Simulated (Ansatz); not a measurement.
# One shape, several levels: singlet InNH2Cl+

Wanted: a comparison of 6 runs (HF/STO-3G, CAM-B3LYP/def2-SVP, PBE/def2-SVP, PBE0/def2-SVP, r2SCAN/def2-SVP, CCSD(T)/def2-SVP) of singlet InNH2Cl+. 

Program for the calculation: Ansatz 0.2.0.

58 further runs of the same task are left out: 58 set aside as unsound or not needed.

## (1) The structure to begin with

InNH2Cl+: 5 atoms, total charge +1, spin state singlet. As SMILES of the parent species, `[NH2][In][Cl]`. Geometry: relaxed at PBE0-D4/def2-TZVP. This is one conformer, not always the lowest. That shape belongs to the parent species and isn't relaxed for this state.

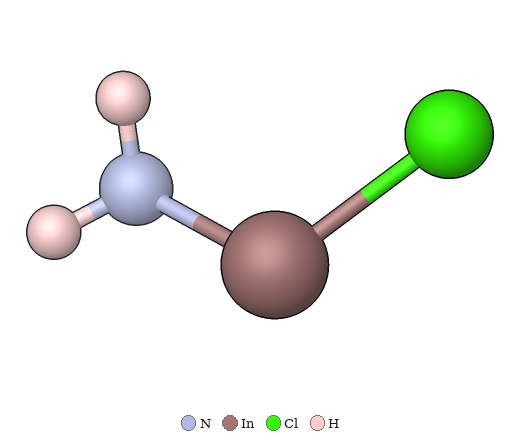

Viewed from a chosen angle; nitrogen light blue, indium brown, chlorine green, hydrogen pink.

## (2) A single-point energy at HF/STO-3G (run 1)

run.yaml reads:

```yaml
crystal:
  periodic: [false, false, false]
  atoms:
    - symbol: "N"
      position_ang: [-0.142600, 0.808600, -0.493900]
    - symbol: In
      position_ang: [-0.411600, -1.217800, -0.153300]
    - symbol: Cl
      position_ang: [1.391500, -2.211500, 1.018700]
    - symbol: H
      position_ang: [-0.999700, 1.283800, -0.756700]
    - symbol: H
      position_ang: [0.212300, 1.263200, 0.343800]
basis:
  gaussian:
    orbitals: STO-3G
total_charge: 1
hamiltonian:
  xc: hf
accuracy: high
output: {orbitals: {seedname: orbitals}}
```

Launch:

```
ansatz run run.yaml --threads 1 --pin off --max-ram 2610MiB --events-out events.jsonl --progress --plain --runs-dir runs
```

The program printed:

```text
Warning: RAYON_NUM_THREADS=1 ignored (pool sized by the plan → 1); use --threads N
Functional definition: HF
  name "HF"
  exchange = exact_x
  correlation = 0
809 factors; integrals over basis functions are off by at most 4.3e-9 eV
mean field evaluation 1: about -168495.1760 eV, gradient 2.7e1 eV
mean field evaluation 2: about -168495.2274 eV, gradient 2.7e1 eV
mean field evaluation 4: about -168498.9650 eV, gradient 2.1e0 eV
mean field evaluation 8: about -168498.9861 eV, gradient 5.4e-4 eV
mean field -168498.98606088 eV, -6192.2235250226 hartree, gradient 3.9e-8 eV, S^2 0.000000; 0 other end points of the search recorded, 0 dependent functions left out
reference -168498.98606088 eV, -6192.2235250226 hartree; 37, 37 occupied and 6, 6 virtual orbitals, 809 factors
Total energy: -168498.98606088 eV, -6192.2235250226 hartree
```

Run time: 0.93 s. Hardware: 1 thread of Arm Neoverse V1, shared host.

## (3) A single-point energy at CAM-B3LYP/def2-SVP (core potential) (run 2)

molecule.yaml reads:

```yaml
crystal:
  periodic: [false, false, false]
  atoms:
    - {symbol: "N", position_ang: [-0.142600, 0.808600, -0.493900]}
    - {symbol: In, position_ang: [-0.411600, -1.217800, -0.153300]}
    - {symbol: Cl, position_ang: [1.391500, -2.211500, 1.018700]}
    - {symbol: H, position_ang: [-0.999700, 1.283800, -0.756700]}
    - {symbol: H, position_ang: [0.212300, 1.263200, 0.343800]}
basis:
  gaussian: {orbitals: def2-SVP}
total_charge: 1
hamiltonian: {xc: {name: CAM-B3LYP}}
accuracy: high
output: {orbitals: {seedname: orbitals}}
```

Launch:

```
ansatz run molecule.yaml --threads 1 --pin off --max-ram 2610MiB --events-out events.jsonl --progress --plain --runs-dir runs
```

The program printed:

```text
Warning: RAYON_NUM_THREADS=1 ignored (pool sized by the plan → 1); use --threads N
Functional definition: CAM-B3LYP
  name "CAM-B3LYP"
  parameter alpha = 0.19
  parameter beta = 0.46
  parameter omega = 0.33/bohr
  parameter ac = 0.81
  exchange = (1 - alpha - beta)*b88_x + beta*b88_x_sr(omega) + alpha*exact_x + beta*exact_x_lr(omega)
  correlation = (1 - ac)*vwn5_c + ac*lyp_c
1543 factors; integrals over basis functions are off by at most 3.3e-9 eV
348 factors; integrals over basis functions are off by at most 1.7e-9 eV
mean field evaluation 1: about -19190.5362 eV, gradient 7.8e1 eV
mean field evaluation 2: about -19148.5334 eV, gradient 1.2e2 eV
mean field evaluation 4: about -19204.6169 eV, gradient 1.3e1 eV
mean field evaluation 8: about -19205.0906 eV, gradient 6.5e-1 eV
mean field evaluation 16: about -19205.1564 eV, gradient 9.1e-4 eV
mean field -19205.15635254 eV, -705.7764782335 hartree, gradient 3.6e-8 eV, S^2 0.000000; 0 other end points of the search recorded, 0 dependent functions left out
reference -19205.15636971 eV, -705.7764788642 hartree; 23, 23 occupied and 45, 45 virtual orbitals, 1543 factors
Total energy: -19205.15636971 eV, -705.7764788642 hartree
```

It took 7.5 s on 1 thread of Arm Neoverse V1, shared host; peak memory 0.21 GiB.

Runs 3 to 5 aren't shown in full; the table further down has their settings and results.

## (4) The energy at CCSD(T)/def2-SVP (core potential) (run 6)

in.yaml reads:

```yaml
crystal:
  periodic: [false, false, false]
  atoms:
    - {symbol: "N", position_ang: [-0.142600, 0.808600, -0.493900]}
    - {symbol: In, position_ang: [-0.411600, -1.217800, -0.153300]}
    - {symbol: Cl, position_ang: [1.391500, -2.211500, 1.018700]}
    - {symbol: H, position_ang: [-0.999700, 1.283800, -0.756700]}
    - {symbol: H, position_ang: [0.212300, 1.263200, 0.343800]}
basis:
  gaussian: {orbitals: def2-SVP}
scf: {omitted_lower_state_checks: [cluster_reference, increment]}
total_charge: 1
accuracy: high
correlation: {method: ccsd_t, frozen_orbitals: {Cl: 5, H: 0, In: 4, "N": 1}}
```

Launch:

```
ansatz run in.yaml --threads 1 --pin off --max-ram 2610MiB --events-out events.jsonl --progress --plain --runs-dir runs
```

The program printed:

```text
Warning: RAYON_NUM_THREADS=1 ignored (pool sized by the plan → 1); use --threads N
[... 12 lines left out ...]
10 core orbitals not correlated: weight in the atoms' cores, before any rotation towards them, 1.000 or more for the frozen orbitals, at most 0.000 for the correlated occupied ones
[... 31 lines left out ...]
Total energy: -19164.83971556 eV, -704.2948691517 hartree
Checks for a lower state left out: cluster_reference, increment
```

Run time: 11 s. Hardware: 1 thread of Arm Neoverse V1, shared host; peak memory 0.26 GiB.

## (5) All runs side by side

| run | level | core potential | frozen core orbitals | energy (Eh) | HOMO energy (eV) | LUMO energy (eV) | HOMO–LUMO gap (eV) | wall time |
| --- | --- | --- | --- | --- | --- | --- | --- | --- |
| 1 | HF/STO-3G | none | – | -6192.223525 | -14.10 | -4.99 | 9.11 | 0.93 s |
| 2 | CAM-B3LYP/def2-SVP (core potential) | def2-SVP | – | -705.776479 | -15.01 | -9.65 | 5.37 | 7.5 s |
| 3 | PBE/def2-SVP (core potential) | def2-SVP | – | -705.575594 | -12.52 | -11.23 | 1.29 | 5.4 s |
| 4 | PBE0/def2-SVP (core potential) | def2-SVP | – | -705.605344 | -13.75 | -10.55 | 3.20 | 6 s |
| 5 | r2SCAN/def2-SVP (core potential) | def2-SVP | – | -705.832719 | -12.83 | -11.23 | 1.60 | 11 s |
| 6 | CCSD(T)/def2-SVP (core potential) | def2-SVP | 10 | -704.294869 | – | – | – | 11 s |

## (6) Results

```
                                           quantity          value
                                run 6: total energy  -704.29487 Eh
run 6: correlation energy (10 core orbitals frozen)     -423.0 mEh
                              run 6: (T) correction     -15.15 mEh
                               run 6: T1 diagnostic          0.023
```

**Reading.** Over runs 1, 2, 3, 4, 5 the HOMO–LUMO gap runs from 1.29 eV (PBE/def2-SVP) to 9.11 eV (HF/STO-3G). The two ends differ in method and basis and core potential. Totals of different functionals can't be ranked against each other. Some runs of one species differ in core potentials or relativity; totals across that change don't compare. In run 6 the log says that unrestricted orbitals would lower the reference, so the values rest on an unstable closed-shell determinant (other closed-shell runs at this shape may share the fault). In run 1 the basis is minimal, so the values are rough. In run 1 relativity is left out where basis or elements ask for it. All runs together took 42 s, the longest 11 s.
